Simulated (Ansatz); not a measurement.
Geometry relaxation, with input and output: CH$_{2}$BBr (part 1 of 2)

The run: geometry relaxation of CH$_{2}$BBr. Method and program: RKS PBE-D4/def2-SVP (Ansatz 0.2.0).

Figures and captions count atoms from 1; the log counts them from 0 in places.

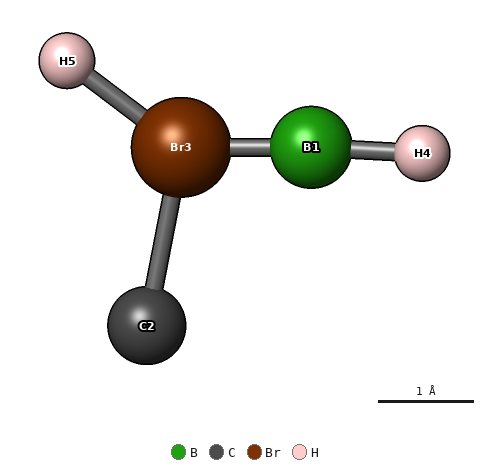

**Figure 1.** The structure as given in the input (ball-and-stick view, seen on its broad side; atoms are numbered from 1 in the order of the input).

**Input file**
```yaml
crystal:
  periodic: [false, false, false]
  atoms:
    - {symbol: B, position_ang: [-0.722974, 0.268109, -0.418914]}
    - {symbol: C, position_ang: [0.965885, -1.595002, 0.167963]}
    - {symbol: Br, position_ang: [0.408349, 0.241086, 0.360917]}
    - {symbol: H, position_ang: [-1.678883, 0.228810, -1.097510]}
    - {symbol: H, position_ang: [1.278257, 1.106255, 1.241169]}
basis:
  gaussian: {orbitals: def2-SVP}
hamiltonian: {xc: pbe, dispersion: d4}
relax: {f_tol: 0.03, max_steps: 250}
```

Hardware: 2 threads of Arm Neoverse V1, 23 GiB of memory available, shared host.

Launch command:
```bash
ansatz run in.yaml --threads 2 --pin off --events-out ev --progress --plain --max-ram 4352MiB
```

**Output**
```
Functional definition: PBE
  name "PBE"
  cite "Perdew, Burke & Ernzerhof, Phys. Rev. Lett. 77, 3865 (1996) doi:10.1103/PhysRevLett.77.3865"
  parent pbe
  parameter kappa = 0.804
  parameter beta = 0.06672455060314922
  exchange = pbe_x(kappa = kappa, mu = beta*pi^2/3)
  correlation = pbe_c(beta = beta)
773 factors; their error is unknown
mean field evaluation 1: about -71740.9614 eV, gradient 5.8e1 eV
mean field evaluation 2: about -71694.2212 eV, gradient 1.2e2 eV
mean field evaluation 4: about -71736.1108 eV, gradient 5.9e1 eV
mean field evaluation 8: about -71750.9493 eV, gradient 9.0e-2 eV
mean field evaluation 16: about -71747.0734 eV, gradient 1.1e1 eV
mean field -71750.94930329 eV, -2636.7987523558 hartree, gradient 1.4e-5 eV, S^2 0.000000; 2 other end points of the search recorded, 0 dependent functions left out
the calculation of the forces begins
reference -71750.94933191 eV, -2636.7987534075 hartree; 24, 24 occupied and 46, 46 virtual orbitals, 773 factors
relax step   1: F+E_penalty+E_count = -71751.05143788 eV  Δ(F+E_penalty+E_count) = +0.000e0 eV  max|allowed force component| = 2.797e1 eV/Å  Δτ_max = 0.0000 Å  (88 SCF iters, accepted)
these checks for a lower state are left out or cut short: starts, cluster_reference, orbital_swaps, neighbouring_geometries, increment
773 factors; their error is unknown
mean field evaluation 32: about -71755.5255 eV, gradient 2.2e-5 eV
mean field -71755.52553775 eV, -2636.9669258700 hartree, gradient 2.2e-5 eV, S^2 0.000000; 0 other end points of the search recorded, 0 dependent functions left out
[... from here on the field's lines of each further geometry are left out, up to the last ...]
relax step   2: F+E_penalty+E_count = -71755.62531837 eV  Δ(F+E_penalty+E_count) = -4.574e0 eV  max|allowed force component| = 7.979e0 eV/Å  Δτ_max = 0.1560 Å  (37 SCF iters, accepted)
relax step   3: F+E_penalty+E_count = -71756.58139461 eV  Δ(F+E_penalty+E_count) = -9.561e-1 eV  max|allowed force component| = 2.254e0 eV/Å  Δτ_max = 0.1990 Å  (37 SCF iters, accepted)
relax step   4: F+E_penalty+E_count = -71756.66534730 eV  Δ(F+E_penalty+E_count) = -8.395e-2 eV  max|allowed force component| = 4.795e-1 eV/Å  Δτ_max = 0.0624 Å  (33 SCF iters, accepted)
relax step   5: F+E_penalty+E_count = -71756.67203174 eV  Δ(F+E_penalty+E_count) = -6.684e-3 eV  max|allowed force component| = 9.334e-2 eV/Å  Δτ_max = 0.0405 Å  (33 SCF iters, accepted)
relax step   6: F+E_penalty+E_count = -71756.67635741 eV  Δ(F+E_penalty+E_count) = -4.326e-3 eV  max|allowed force component| = 9.970e-2 eV/Å  Δτ_max = 0.0268 Å  (32 SCF iters, accepted)
relax step   7: F+E_penalty+E_count = -71756.68653059 eV  Δ(F+E_penalty+E_count) = -1.017e-2 eV  max|allowed force component| = 3.804e-1 eV/Å  Δτ_max = 0.1188 Å  (38 SCF iters, accepted)
relax step   8: F+E_penalty+E_count = -71756.69427553 eV  Δ(F+E_penalty+E_count) = -7.745e-3 eV  max|allowed force component| = 2.294e-1 eV/Å  Δτ_max = 0.0303 Å  (34 SCF iters, accepted)
relax step   9: F+E_penalty+E_count = -71756.69946923 eV  Δ(F+E_penalty+E_count) = -5.194e-3 eV  max|allowed force component| = 1.140e-1 eV/Å  Δτ_max = 0.0584 Å  (37 SCF iters, accepted)
relax step  10: F+E_penalty+E_count = -71756.70345474 eV  Δ(F+E_penalty+E_count) = -3.986e-3 eV  max|allowed force component| = 1.543e-1 eV/Å  Δτ_max = 0.0173 Å  (37 SCF iters, accepted)
relax step  11: F+E_penalty+E_count = -71757.00753694 eV  Δ(F+E_penalty+E_count) = -3.041e-1 eV  max|allowed force component| = 1.302e0 eV/Å  Δτ_max = 0.1880 Å  (44 SCF iters, accepted)
relax step  12: F+E_penalty+E_count = -71757.42633699 eV  Δ(F+E_penalty+E_count) = -4.188e-1 eV  max|allowed force component| = 1.257e0 eV/Å  Δτ_max = 0.1946 Å  (40 SCF iters, accepted)
relax step  13: F+E_penalty+E_count = -71757.62327717 eV  Δ(F+E_penalty+E_count) = -1.969e-1 eV  max|allowed force component| = 8.025e-1 eV/Å  Δτ_max = 0.1947 Å  (40 SCF iters, accepted)
relax step  14: F+E_penalty+E_count = -71757.65209415 eV  Δ(F+E_penalty+E_count) = -2.882e-2 eV  max|allowed force component| = 3.967e-1 eV/Å  Δτ_max = 0.0741 Å  (33 SCF iters, accepted)
relax step  15: F+E_penalty+E_count = -71757.66307218 eV  Δ(F+E_penalty+E_count) = -1.098e-2 eV  max|allowed force component| = 1.162e-1 eV/Å  Δτ_max = 0.0370 Å  (33 SCF iters, accepted)
relax step  16: F+E_penalty+E_count = -71757.67985948 eV  Δ(F+E_penalty+E_count) = -1.679e-2 eV  max|allowed force component| = 2.601e-1 eV/Å  Δτ_max = 0.1304 Å  (40 SCF iters, accepted)
relax step  17: F+E_penalty+E_count = -71757.69605477 eV  Δ(F+E_penalty+E_count) = -1.620e-2 eV  max|allowed force component| = 3.917e-1 eV/Å  Δτ_max = 0.1603 Å  (40 SCF iters, accepted)
relax step  18: F+E_penalty+E_count = -71757.73832363 eV  Δ(F+E_penalty+E_count) = -4.227e-2 eV  max|allowed force component| = 5.162e-1 eV/Å  Δτ_max = 0.1205 Å  (40 SCF iters, accepted)
relax step  19: F+E_penalty+E_count = -71757.83598352 eV  Δ(F+E_penalty+E_count) = -9.766e-2 eV  max|allowed force component| = 7.457e-1 eV/Å  Δτ_max = 0.1951 Å  (39 SCF iters, accepted)
relax step  20: F+E_penalty+E_count = -71757.99920509 eV  Δ(F+E_penalty+E_count) = -1.632e-1 eV  max|allowed force component| = 7.314e-1 eV/Å  Δτ_max = 0.1954 Å  (37 SCF iters, accepted)
relax step  21: F+E_penalty+E_count = -71758.17381684 eV  Δ(F+E_penalty+E_count) = -1.746e-1 eV  max|allowed force component| = 5.467e-1 eV/Å  Δτ_max = 0.1948 Å  (37 SCF iters, accepted)
relax step  22: F+E_penalty+E_count = -71758.41525940 eV  Δ(F+E_penalty+E_count) = -2.414e-1 eV  max|allowed force component| = 6.714e-1 eV/Å  Δτ_max = 0.1958 Å  (36 SCF iters, accepted)
relax step  23: F+E_penalty+E_count = -71758.92455851 eV  Δ(F+E_penalty+E_count) = -5.093e-1 eV  max|allowed force component| = 8.961e-1 eV/Å  Δτ_max = 0.1969 Å  (38 SCF iters, accepted)
relax step  24: F+E_penalty+E_count = -71759.29121751 eV  Δ(F+E_penalty+E_count) = -3.667e-1 eV  max|allowed force component| = 1.269e0 eV/Å  Δτ_max = 0.1935 Å  (38 SCF iters, accepted)
relax step  25: F+E_penalty+E_count = -71759.60693531 eV  Δ(F+E_penalty+E_count) = -3.157e-1 eV  max|allowed force component| = 1.381e0 eV/Å  Δτ_max = 0.1950 Å  (36 SCF iters, accepted)
relax step  26: F+E_penalty+E_count = -71759.95253853 eV  Δ(F+E_penalty+E_count) = -3.456e-1 eV  max|allowed force component| = 1.165e0 eV/Å  Δτ_max = 0.1988 Å  (37 SCF iters, accepted)
relax step  27: F+E_penalty+E_count = -71760.42656292 eV  Δ(F+E_penalty+E_count) = -4.740e-1 eV  max|allowed force component| = 2.102e0 eV/Å  Δτ_max = 0.1956 Å  (36 SCF iters, accepted)
relax step  28: F+E_penalty+E_count = -71761.09136255 eV  Δ(F+E_penalty+E_count) = -6.648e-1 eV  max|allowed force component| = 2.294e0 eV/Å  Δτ_max = 0.1955 Å  (34 SCF iters, accepted)
relax step  29: F+E_penalty+E_count = -71761.56883366 eV  Δ(F+E_penalty+E_count) = -4.775e-1 eV  max|allowed force component| = 2.305e0 eV/Å  Δτ_max = 0.1946 Å  (35 SCF iters, accepted)
relax step  30: F+E_penalty+E_count = -71761.89483963 eV  Δ(F+E_penalty+E_count) = -3.260e-1 eV  max|allowed force component| = 1.060e0 eV/Å  Δτ_max = 0.1135 Å  (36 SCF iters, accepted)
relax step  31: F+E_penalty+E_count = -71762.23471687 eV  Δ(F+E_penalty+E_count) = -3.399e-1 eV  max|allowed force component| = 1.472e0 eV/Å  Δτ_max = 0.1957 Å  (35 SCF iters, accepted)
relax step  32: F+E_penalty+E_count = -71762.42430576 eV  Δ(F+E_penalty+E_count) = -1.896e-1 eV  max|allowed force component| = 1.504e0 eV/Å  Δτ_max = 0.1951 Å  (35 SCF iters, accepted)
relax step  33: F+E_penalty+E_count = -71762.58753159 eV  Δ(F+E_penalty+E_count) = -1.632e-1 eV  max|allowed force component| = 1.420e0 eV/Å  Δτ_max = 0.2000 Å  (37 SCF iters, accepted)
relax step  34: F+E_penalty+E_count = -71762.73765752 eV  Δ(F+E_penalty+E_count) = -1.501e-1 eV  max|allowed force component| = 1.529e0 eV/Å  Δτ_max = 0.1981 Å  (30 SCF iters, accepted)
relax step  35: F+E_penalty+E_count = -71762.79276889 eV  Δ(F+E_penalty+E_count) = -5.511e-2 eV  max|allowed force component| = 7.699e-1 eV/Å  Δτ_max = 0.0370 Å  (29 SCF iters, accepted)
relax step  36: F+E_penalty+E_count = -71762.84234331 eV  Δ(F+E_penalty+E_count) = -4.957e-2 eV  max|allowed force component| = 7.860e-1 eV/Å  Δτ_max = 0.1951 Å  (34 SCF iters, accepted)
relax step  37: F+E_penalty+E_count = -71762.88116109 eV  Δ(F+E_penalty+E_count) = -3.882e-2 eV  max|allowed force component| = 3.414e-1 eV/Å  Δτ_max = 0.1356 Å  (35 SCF iters, accepted)
relax step  38: F+E_penalty+E_count = -71762.88060497 eV  Δ(F+E_penalty+E_count) = +5.561e-4 eV  max|allowed force component| = 5.492e-1 eV/Å  Δτ_max = 0.0929 Å  (29 SCF iters, rejected (line search))
relax step  39: F+E_penalty+E_count = -71762.89183441 eV  Δ(F+E_penalty+E_count) = -1.067e-2 eV  max|allowed force component| = 1.694e-1 eV/Å  Δτ_max = 0.0449 Å  (29 SCF iters, accepted)
relax step  40: F+E_penalty+E_count = -71762.89326793 eV  Δ(F+E_penalty+E_count) = -1.434e-3 eV  max|allowed force component| = 4.885e-2 eV/Å  Δτ_max = 0.0168 Å  (29 SCF iters, accepted)
the calculation of the forces begins
reference -71762.79285104 eV, -2637.2339947075 hartree; 24, 24 occupied and 46, 46 virtual orbitals, 773 factors
relax step  41: F+E_penalty+E_count = -71762.89345115 eV  Δ(F+E_penalty+E_count) = -1.832e-4 eV  max|allowed force component| = 2.617e-2 eV/Å  Δτ_max = 0.0030 Å  (23 SCF iters, accepted)
773 factors; their error is unknown
mean field evaluation 352: about -71748.9179 eV, gradient 3.8e1 eV
```

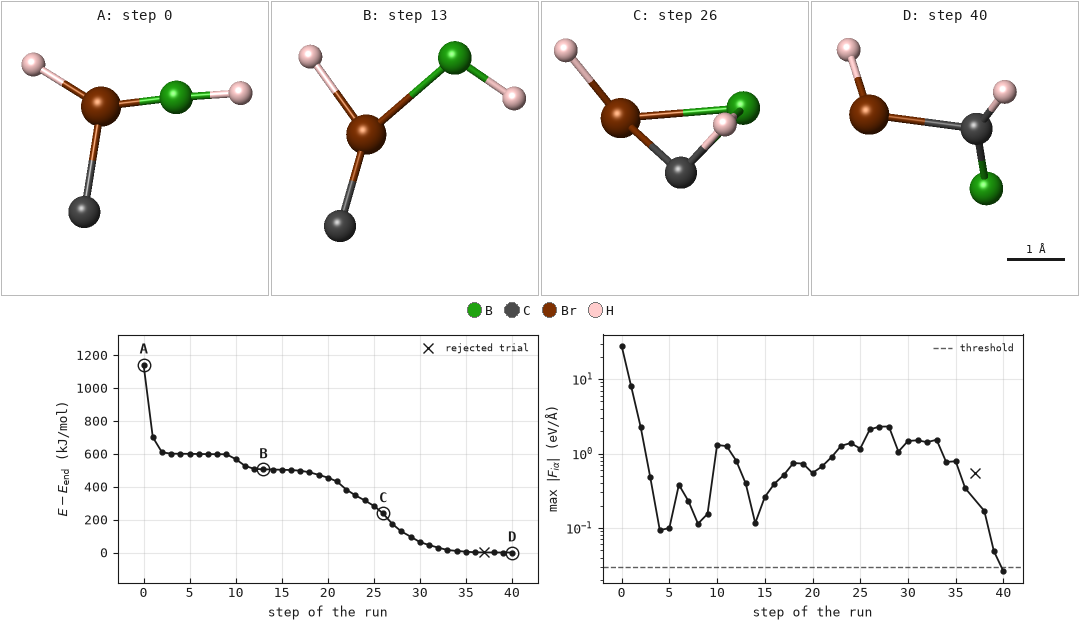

**Figure 2.** Frames of the relaxation (ball-and-stick view, seen at a tilt) above the curves, on which the letters mark them (the first geometry is step 0 here and step 1 in the log).

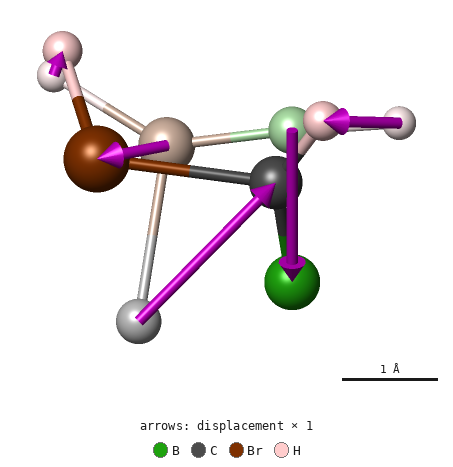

**Figure 3.** Start (faint) and end (solid) with the displacements as pink arrows, at true length (ball-and-stick view, seen at a tilt). The two geometries are laid on each other by the best rigid fit. Over 40 geometry steps the energy falls by 1142.6 kJ/mol. Largest force component: 28 eV/Å at the start, 0.026 eV/Å at the end. The line search rejected the trial step at point 37 (counted from 0) and went back. The largest move after the best rigid fit is that of C2, 2.05 Å. Largest moves by element: C 2.05 Å, B 1.85 Å, H 0.97 Å, Br 0.84 Å. Among the contacts that change: C2–H4 3.453 → 1.103 Å, B1–H4 1.173 → 2.487 Å, B1–Br3 1.374 → 2.616 Å, B1–C2 2.582 → 1.492 Å. New bonds form: B1–C2 (2.58 → 1.49 Å), C2–H4 (3.45 → 1.10 Å). Bonds break: B1–Br3 (1.37 → 2.62 Å), B1–H4 (1.17 → 2.49 Å). Among the angles that change: C2–Br3–H5 115.9° → 111.1°. (Atoms are counted from 1 in the order of the input.)
